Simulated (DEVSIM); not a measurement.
Device: Si p-i-n diode, at 300 K.

| layer (left to right) | material | thickness (μm) | Nd (cm⁻³) | Na (cm⁻³) | τn (s) | τp (s) |
|---|---|---|---|---|---|---|
| 1 | Si | 0.170 | - | 2.4e17 | 4.3e-7 | 4.3e-7 |
| 2 | Si | 15.0 | 1.9e12 | - | 4.3e-7 | 4.3e-7 |
| 3 | Si | 0.470 | 7.1e17 | - | 4.3e-7 | 4.3e-7 |

Left contact: ohmic. Right contact: ohmic. Voltage is applied to the left contact. Recombination: SRH at mid-gap. Mobility is μmin + (μ − μmin)/(1 + (N/Nref)^α).

Constants are typed, rounded textbook-type inputs, not results; the design itself was drawn at random and stands for no fabricated device. Values at 300 K.

```tsv
parameter	Si
gap (eV)	1.124
affinity (eV)	4.05
permittivity	11.7
Nc (cm⁻³)	2.86e19
Nv (cm⁻³)	3.1e19
μn (cm²/Vs)	1417
μp (cm²/Vs)	470
μn,min	52
μp,min	45
Nref,n	9.7e16
Nref,p	2.2e17
αn	0.68
αp	0.72
```

DEVSIM, 1D drift-diffusion, Boltzmann statistics, complete ionisation; no tunnelling, impact ionisation, image-force lowering or self-heating.

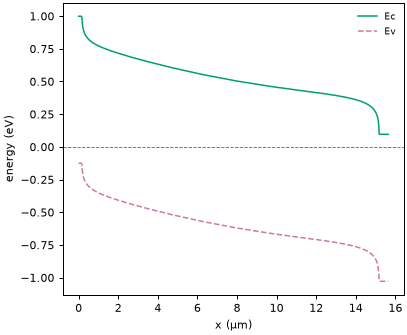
*Band edges at zero bias*

Energies count from the Fermi level of the right contact; mesh points crowd at the junctions.

| x (μm) | Ec (eV) | Ev (eV) | n (cm⁻³) | p (cm⁻³) | field (V/cm) |
|---|---|---|---|---|---|
| 0.000 | 0.998 | -0.126 | 480 | 2.4e17 | ≈ 0 |
| 0.03033 | 0.998 | -0.126 | 480 | 2.4e17 | ≈ 0 |
| 0.08425 | 0.998 | -0.126 | 480 | 2.4e17 | ≈ 0 |
| 0.1393 | 0.998 | -0.126 | 500 | 2.3e17 | -930 |
| 0.1767 | 0.957 | -0.167 | 2400 | 4.9e16 | -20000 |
| 0.2182 | 0.908 | -0.216 | 16000 | 7.3e15 | -7700 |
| 0.3227 | 0.859 | -0.265 | 100000 | 1.1e15 | -3000 |
| 0.7213 | 0.795 | -0.329 | 1300000 | 9.3e13 | -990 |
| 1.554 | 0.738 | -0.386 | 1.2e7 | 1.0e13 | -540 |
| 3.456 | 0.653 | -0.471 | 3.1e8 | 3.7e11 | -400 |
| 7.970 | 0.503 | -0.621 | 1.0e11 | 1.2e9 | -260 |
| 12.97 | 0.393 | -0.731 | 7.1e12 | 1.6e7 | -250 |
| 14.25 | 0.349 | -0.775 | 4.0e13 | 2900000 | -550 |
| 14.81 | 0.302 | -0.822 | 2.4e14 | 480000 | -1400 |
| 15.07 | 0.237 | -0.887 | 3.0e15 | 39000 | -4900 |
| 15.15 | 0.181 | -0.943 | 2.6e16 | 4400 | -15000 |
| 15.17 | 0.110 | -1.014 | 4.1e17 | 290 | -27000 |
| 15.21 | 0.096 | -1.028 | 7.1e17 | 160 | -17 |
| 15.34 | 0.096 | -1.028 | 7.1e17 | 160 | ≈ 0 |
| 15.50 | 0.096 | -1.028 | 7.1e17 | 160 | ≈ 0 |
| 15.59 | 0.096 | -1.028 | 7.1e17 | 160 | ≈ 0 |
| 15.64 | 0.096 | -1.028 | 7.1e17 | 160 | ≈ 0 |
